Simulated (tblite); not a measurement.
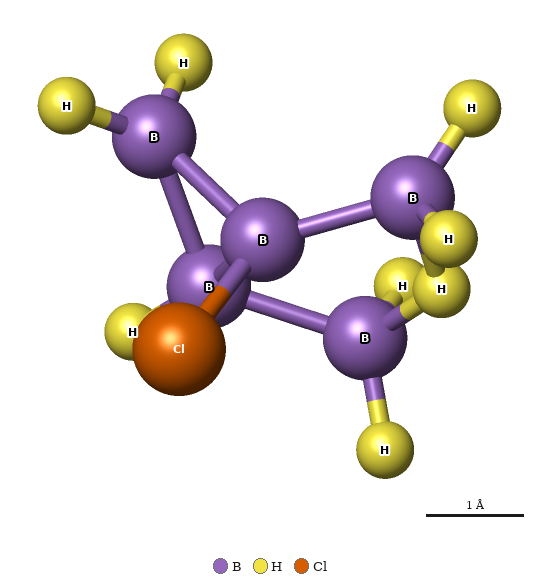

Fig. 1: The structure as given in the input (ball-and-stick view, seen at a tilt).

# Saddle-point search, with input and output: B5H8Cl

B5H8Cl (nido-B5H9 (Cl for H, site b on B)), computed with GFN2-xTB saddle search (eigenvector following) and harmonic vibrations, gas phase (tblite 0.8.0).

**The input**
```
{"job": {"xc": "GFN2-xTB", "basis": "xTB", "kind": "saddle"}, "charge": 0, "multiplicity": 1}
B     -1.735688     0.156285    -0.625256
B      0.515132     1.006135     1.278763
B     -0.429247    -0.185370     0.605075
B     -0.314649    -0.796350    -0.940618
B      1.285238    -0.358036    -0.543471
H     -2.781321    -0.116614    -0.174431
H      0.847157     0.785477     2.391422
Cl    -0.731755    -1.678116     1.569717
H     -0.548036    -1.567115    -1.784266
H      2.074197    -1.215709    -0.359783
H      0.583622     2.139583     0.998512
H      1.471241     0.440419     0.464613
H      1.504297     0.370956    -1.456735
H     -1.740188     1.018457    -1.423541
```

The first line tells a small driver script what to run in tblite; the rest is the geometry in Å.

Machine: 1 CPU thread, shared host.

Launch command:
```bash
OMP_NUM_THREADS=1 python <driver script> task.json out
```

**What the program printed**
```
step      E/eV     max force
  0    -400.76130   0.6077
  1    -400.76510   0.2841
  2    -400.77665   0.5625
  3    -400.77686   0.1906
  4    -400.79383   0.1418
  5    -400.81849   0.1305
  6    -400.84706   0.1240
  7    -400.87561   0.2024
  8    -400.90705   0.2388
  9    -400.94229   0.2328
 10    -400.96810   0.1317
 11    -400.98591   0.0632
 12    -400.99262   0.0831
 13    -400.99381   0.0360
 14    -400.99224   0.0856
 15    -400.99368   0.0315
 16    -400.99392   0.0024
lowest wavenumbers (cm-1): -201.4 91.1 132.2 191.5 224.5 267.0
```

**Trajectory as extended XYZ (Å, eV, eV/Å), 12 frames, from step=0 to step=16**
```
14
Properties=species:S:1:pos:R:3:forces:R:3 step=0 energy=-400.76130
B    -1.7357    0.1563   -0.6253    0.3760   0.3500   0.2850
B     0.5151    1.0061    1.2788    0.0040  -0.0080  -0.0210
B    -0.4292   -0.1854    0.6051   -0.2260  -0.5590  -0.0760
B    -0.3146   -0.7963   -0.9406    0.0020  -0.0100  -0.0010
B     1.2852   -0.3580   -0.5435    0.0080   0.0140   0.0140
H    -2.7813   -0.1166   -0.1744    0.0100   0.0090  -0.0140
H     0.8472    0.7855    2.3914    0.0040   0.0050   0.0050
Cl   -0.7318   -1.6781    1.5697   -0.0070   0.0030  -0.0080
H    -0.5480   -1.5671   -1.7843   -0.0020  -0.0100  -0.0030
H     2.0742   -1.2157   -0.3598    0.0020   0.0090   0.0000
H     0.5836    2.1396    0.9985   -0.1620   0.2020  -0.1760
H     1.4712    0.4404    0.4646   -0.0110   0.0060  -0.0110
H     1.5043    0.3710   -1.4567    0.0010  -0.0090  -0.0020
H    -1.7402    1.0185   -1.4235    0.0010  -0.0020   0.0090
14
Properties=species:S:1:pos:R:3:forces:R:3 step=1 energy=-400.76510
B    -1.7394    0.1608   -0.6641    0.0500   0.2680   0.0800
B     0.5316    0.9947    1.2824   -0.0150  -0.0020   0.0180
B    -0.3991   -0.2336    0.6565   -0.0320  -0.2770   0.0080
B    -0.3267   -0.7441   -0.9300    0.0830  -0.0800  -0.0610
B     1.2876   -0.3608   -0.4885    0.0540  -0.0080  -0.0590
H    -2.7768   -0.1905   -0.2408    0.0800   0.0850   0.0110
H     0.9383    0.8262    2.3856   -0.0840   0.0240  -0.1030
Cl   -0.8193   -1.6898    1.5983    0.0120   0.0170   0.0190
H    -0.4780   -1.5178   -1.7940   -0.0170   0.0310   0.0150
H     2.0643   -1.2422   -0.3715   -0.0010   0.0580   0.0170
H     0.5398    2.1251    0.9498   -0.1220   0.0030  -0.0830
H     1.5418    0.4532    0.4634   -0.0420   0.0070  -0.0290
H     1.4288    0.3347   -1.4513   -0.0360  -0.0470   0.0510
H    -1.7930    1.0842   -1.3959    0.0690  -0.0790   0.1150
14
Properties=species:S:1:pos:R:3:forces:R:3 step=2 energy=-400.77665
B    -1.7431    0.1623   -0.7155   -0.1210   0.5220  -0.1710
B     0.5249    0.9848    1.2892    0.0910   0.0590   0.1390
B    -0.3406   -0.2928    0.7106    0.0070  -0.2340   0.0620
B    -0.3432   -0.7043   -0.9224    0.1700  -0.1640  -0.1370
B     1.2923   -0.3779   -0.4476    0.0780   0.0960  -0.1360
H    -2.7620   -0.2149   -0.2793    0.0130   0.0550   0.0030
H     0.9923    0.8862    2.3828   -0.1120   0.0520  -0.2120
Cl   -0.8690   -1.7224    1.6144    0.0370   0.0720   0.0090
H    -0.4189   -1.4766   -1.8050   -0.0080   0.0420   0.1140
H     2.0682   -1.2632   -0.3728   -0.0200   0.0480   0.0110
H     0.4702    2.1017    0.8923   -0.0920  -0.1700   0.0170
H     1.5859    0.4647    0.4514   -0.0370   0.0010  -0.0470
H     1.3530    0.2838   -1.4531   -0.0630  -0.0880   0.1480
H    -1.8100    1.1687   -1.3451    0.0580  -0.2910   0.2000
14
Properties=species:S:1:pos:R:3:forces:R:3 step=4 energy=-400.79383
B    -1.7328    0.1802   -0.7103    0.0030   0.1390   0.0280
B     0.5189    0.9760    1.2933    0.0100   0.0090   0.0250
B    -0.3477   -0.2984    0.7054   -0.0150  -0.1350   0.0020
B    -0.3403   -0.7259   -0.9195    0.0570  -0.0550  -0.0420
B     1.2933   -0.3661   -0.4669    0.0290   0.0250  -0.0290
H    -2.7601   -0.1464   -0.2497    0.0500   0.0570   0.0050
H     0.9780    0.8594    2.3808   -0.0410   0.0370  -0.0750
Cl   -0.8441   -1.7314    1.6114    0.0030  -0.0080   0.0150
H    -0.4447   -1.5172   -1.7756    0.0080   0.0070   0.0190
H     2.0807   -1.2386   -0.3801    0.0030   0.0290   0.0060
H     0.4544    2.0959    0.9225   -0.0900  -0.0580  -0.0350
H     1.5635    0.4756    0.4425   -0.0080   0.0180  -0.0240
H     1.3589    0.3038   -1.4579   -0.0650  -0.0530   0.0440
H    -1.7782    1.1329   -1.3959    0.0580  -0.0110   0.0610
14
Properties=species:S:1:pos:R:3:forces:R:3 step=5 energy=-400.81849
B    -1.7216    0.1998   -0.7266    0.0200   0.1000  -0.0010
B     0.5086    0.9599    1.2930    0.0090   0.0290   0.0310
B    -0.3212   -0.3463    0.7282    0.0000  -0.0640  -0.0030
B    -0.3409   -0.7187   -0.9183    0.0570  -0.0220  -0.0290
B     1.2961   -0.3692   -0.4456    0.0260   0.0340  -0.0510
H    -2.7454   -0.1132   -0.2516    0.0310   0.0410   0.0020
H     0.9916    0.8940    2.3740   -0.0340   0.0300  -0.0880
Cl   -0.8573   -1.7624    1.6239   -0.0020  -0.0090   0.0080
H    -0.4174   -1.5169   -1.7717   -0.0040  -0.0080   0.0270
H     2.0918   -1.2363   -0.3903   -0.0040   0.0360   0.0050
H     0.3918    2.0662    0.8860   -0.0650  -0.1080   0.0100
H     1.5848    0.4851    0.4357   -0.0080   0.0290  -0.0300
H     1.2947    0.2849   -1.4546   -0.0750  -0.0780   0.0730
H    -1.7557    1.1730   -1.3822    0.0480  -0.0100   0.0470
14
Properties=species:S:1:pos:R:3:forces:R:3 step=7 energy=-400.87561
B    -1.6683    0.2583   -0.7441    0.0200   0.0170  -0.0060
B     0.4809    0.9208    1.2928   -0.0030   0.0110   0.0130
B    -0.2790   -0.4350    0.7539    0.0160  -0.0080   0.0000
B    -0.3218   -0.7135   -0.9245    0.0640   0.0180  -0.0580
B     1.2984   -0.3642   -0.4039    0.0210   0.0770  -0.0440
H    -2.6919   -0.0134   -0.2440    0.0280   0.0230  -0.0020
H     1.0205    0.9291    2.3442   -0.0060   0.0030  -0.0390
Cl   -0.8707   -1.8374    1.6190   -0.0240   0.0030   0.0120
H    -0.4028   -1.5606   -1.7308   -0.0040  -0.0080   0.0270
H     2.1235   -1.2023   -0.3734    0.0060   0.0400  -0.0100
H     0.2399    1.9995    0.8660   -0.0360  -0.0790   0.0290
H     1.6031    0.5615    0.3798   -0.0150   0.0090  -0.0530
H     1.1428    0.2081   -1.4654   -0.1070  -0.1230   0.1200
H    -1.6746    1.2492   -1.3695    0.0390   0.0170   0.0110
14
Properties=species:S:1:pos:R:3:forces:R:3 step=8 energy=-400.90705
B    -1.6320    0.2801   -0.7382    0.0080  -0.0090   0.0130
B     0.4653    0.9070    1.2903   -0.0300  -0.0180  -0.0050
B    -0.2768   -0.4602    0.7480    0.0210   0.0040   0.0040
B    -0.2928   -0.7118   -0.9400    0.0580   0.0170  -0.0820
B     1.2988   -0.3617   -0.3837    0.0560   0.0650  -0.0140
H    -2.6574    0.0241   -0.2318    0.0450   0.0230  -0.0040
H     1.0208    0.9189    2.3308    0.0070  -0.0050  -0.0070
Cl   -0.8847   -1.8479    1.6267   -0.0290  -0.0010   0.0050
H    -0.4039   -1.5830   -1.7194    0.0080   0.0200   0.0290
H     2.1483   -1.1753   -0.3715   -0.0010   0.0490  -0.0160
H     0.1938    1.9815    0.8776   -0.0380  -0.0310   0.0050
H     1.6026    0.5972    0.3486   -0.0050   0.0040  -0.0610
H     1.0519    0.1664   -1.4647   -0.1340  -0.1540   0.1240
H    -1.6339    1.2647   -1.3727    0.0350   0.0370   0.0080
14
Properties=species:S:1:pos:R:3:forces:R:3 step=10 energy=-400.96810
B    -1.5787    0.3098   -0.7210    0.0260   0.0150   0.0460
B     0.4305    0.8949    1.2860   -0.0330  -0.0240   0.0400
B    -0.2719   -0.4921    0.7286   -0.0160   0.0260   0.0040
B    -0.2320   -0.6882   -0.9782    0.0330  -0.0500  -0.0810
B     1.3102   -0.3663   -0.3298    0.0350   0.0390  -0.0070
H    -2.6031    0.0539   -0.2152    0.0190   0.0130   0.0170
H     1.0084    0.9121    2.3143   -0.0250  -0.0040  -0.0300
Cl   -0.9114   -1.8551    1.6351   -0.0080   0.0090  -0.0260
H    -0.3909   -1.5898   -1.7179   -0.0170   0.0080   0.0200
H     2.1869   -1.1468   -0.3769   -0.0020   0.0400  -0.0010
H     0.1377    1.9636    0.8769   -0.0320  -0.0190   0.0030
H     1.6251    0.6397    0.2999    0.0170   0.0130  -0.0890
H     0.8789    0.0680   -1.4464   -0.0310  -0.0880   0.0930
H    -1.5898    1.2963   -1.3551    0.0340   0.0230   0.0110
14
Properties=species:S:1:pos:R:3:forces:R:3 step=11 energy=-400.98591
B    -1.5526    0.3337   -0.7304    0.0100   0.0190   0.0050
B     0.4042    0.8807    1.3067   -0.0060   0.0070   0.0380
B    -0.2513   -0.5162    0.7363   -0.0030   0.0090  -0.0040
B    -0.2327   -0.7006   -0.9793   -0.0180  -0.0410  -0.0350
B     1.3165   -0.3490   -0.3284    0.0080   0.0560  -0.0060
H    -2.5806    0.1008   -0.2207    0.0140   0.0170   0.0090
H     1.0333    0.9100    2.3030   -0.0220   0.0100  -0.0390
Cl   -0.9221   -1.8819    1.6108    0.0060   0.0030  -0.0110
H    -0.4084   -1.6357   -1.6741   -0.0030   0.0230   0.0240
H     2.2013   -1.1202   -0.3565   -0.0030   0.0210   0.0070
H     0.0529    1.9402    0.9177   -0.0070  -0.0460   0.0170
H     1.6208    0.7000    0.2203   -0.0100  -0.0360  -0.0510
H     0.8482    0.0006   -1.4668    0.0210  -0.0300   0.0370
H    -1.5294    1.3375   -1.3385    0.0150  -0.0130   0.0080
14
Properties=species:S:1:pos:R:3:forces:R:3 step=13 energy=-400.99381
B    -1.5111    0.3724   -0.7223   -0.0060  -0.0060  -0.0010
B     0.3634    0.8581    1.3197    0.0090  -0.0130   0.0120
B    -0.2277   -0.5580    0.7393    0.0060   0.0160   0.0080
B    -0.2416   -0.7175   -0.9826   -0.0280  -0.0220   0.0050
B     1.3149   -0.3327   -0.3311   -0.0050   0.0090  -0.0040
H    -2.5284    0.2130   -0.1652    0.0050   0.0020  -0.0040
H     1.0324    0.9357    2.2836   -0.0060   0.0020  -0.0090
Cl   -0.8984   -1.9423    1.5811    0.0000   0.0040  -0.0030
H    -0.4347   -1.6716   -1.6442   -0.0010   0.0100   0.0030
H     2.2125   -1.0886   -0.3221    0.0030  -0.0020   0.0000
H    -0.0634    1.8893    0.9341   -0.0060  -0.0050   0.0030
H     1.5927    0.7481    0.1488    0.0010  -0.0050  -0.0090
H     0.8409   -0.0681   -1.4894    0.0300   0.0090   0.0010
H    -1.4516    1.3623   -1.3496   -0.0020   0.0000  -0.0010
14
Properties=species:S:1:pos:R:3:forces:R:3 step=14 energy=-400.99224
B    -1.4951    0.3841   -0.7073   -0.0250   0.0020   0.0050
B     0.3524    0.8498    1.3134   -0.0140   0.0380  -0.0270
B    -0.2225   -0.5727    0.7376    0.0070  -0.0070  -0.0070
B    -0.2499   -0.7314   -0.9813    0.0360   0.0770   0.0100
B     1.3120   -0.3304   -0.3373    0.0250  -0.0170   0.0180
H    -2.5099    0.2557   -0.1348    0.0350  -0.0050  -0.0270
H     1.0231    0.9502    2.2725    0.0050  -0.0010   0.0030
Cl   -0.8888   -1.9627    1.5735   -0.0060   0.0010   0.0050
H    -0.4471   -1.6784   -1.6468   -0.0010  -0.0270  -0.0180
H     2.2170   -1.0791   -0.3060   -0.0200   0.0180  -0.0040
H    -0.1074    1.8695    0.9268    0.0270  -0.0340   0.0120
H     1.5737    0.7607    0.1316   -0.0040  -0.0080   0.0140
H     0.8621   -0.0836   -1.4987   -0.0590  -0.0190   0.0070
H    -1.4195    1.3685   -1.3432   -0.0060  -0.0180   0.0080
14
Properties=species:S:1:pos:R:3:forces:R:3 step=16 energy=-400.99392
B    -1.5079    0.3722   -0.7143   -0.0010   0.0000   0.0010
B     0.3638    0.8573    1.3132    0.0000   0.0010   0.0000
B    -0.2297   -0.5590    0.7363    0.0000   0.0000   0.0000
B    -0.2423   -0.7214   -0.9828   -0.0010   0.0000   0.0010
B     1.3139   -0.3338   -0.3316    0.0000   0.0000   0.0000
H    -2.5253    0.2174   -0.1564    0.0020   0.0000  -0.0010
H     1.0278    0.9369    2.2799   -0.0010   0.0000  -0.0010
Cl   -0.8999   -1.9422    1.5816    0.0000   0.0000   0.0000
H    -0.4364   -1.6695   -1.6513    0.0000   0.0000   0.0000
H     2.2144   -1.0864   -0.3187    0.0000   0.0000   0.0000
H    -0.0667    1.8875    0.9282    0.0010  -0.0020   0.0010
H     1.5870    0.7485    0.1504    0.0000  -0.0010   0.0000
H     0.8484   -0.0675   -1.4895    0.0010   0.0000   0.0000
H    -1.4472    1.3600   -1.3449    0.0000   0.0000   0.0000
```

**Key numbers**

```json
{"quantity": "outcome", "value": "converged"}
{"quantity": "total energy", "value": "−400.9939 eV"}
{"quantity": "point group", "value": "C1"}
{"quantity": "wall time", "value": "3.7 s"}
{"quantity": "peak memory", "value": "0.18 GiB"}
```
